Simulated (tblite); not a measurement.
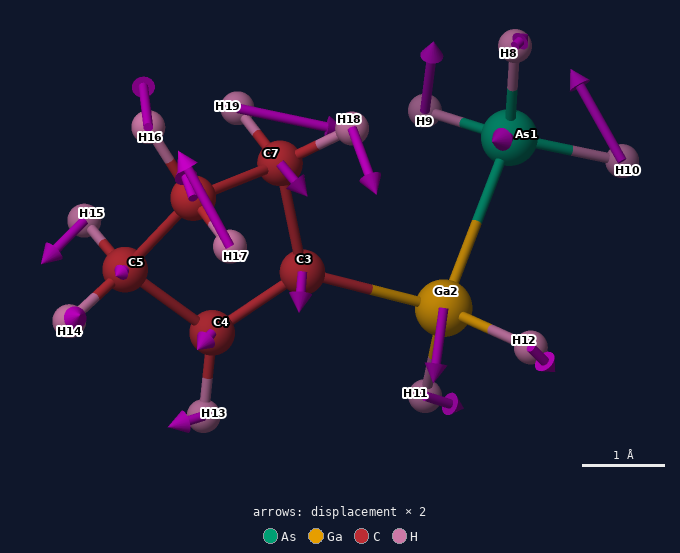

This is a relaxation of C5H12AsGa. The starting structure is drawn; purple arrows show the displacements, magnified 2 times. The two geometries are superimposed by the best rigid fit.

A ball-and-stick model, seen at a tilt.

These are results of tblite, GFN2-xTB geometry optimisation, gas phase, not measurements. 

Which element moves most?

Answer. Hydrogen: up to 0.71 Å, against 0.47 Å for gallium.

What did the optimiser do to the structure, and how much energy did it gain?

Answer. Over 129 geometry steps the energy falls by 33.8 kcal/mol. The atom that moves furthest after the best rigid fit is an H atom (0.71 Å). By element the largest moves are H 0.71 Å, Ga 0.47 Å, C 0.30 Å, As 0.21 Å. Near-neighbour distances that change, for instance: As–Ga 2.477 → 2.796 Å, As–H 1.574 → 1.493 Å, As–H 1.534 → 1.491 Å, C–Ga 1.961 → 1.994 Å. Among the angles between lasting bonds that change: H–As–H 111.9° → 90.0°, H–As–H 110.8° → 90.3°, Ga–As–H 106.9° → 125.7°. Groups turn about C–C by about 25°, C–C by about 25°. Cost: 1.1 s on 1 thread of Intel(R) Xeon(R) Platinum 8488C, with other jobs on the host.
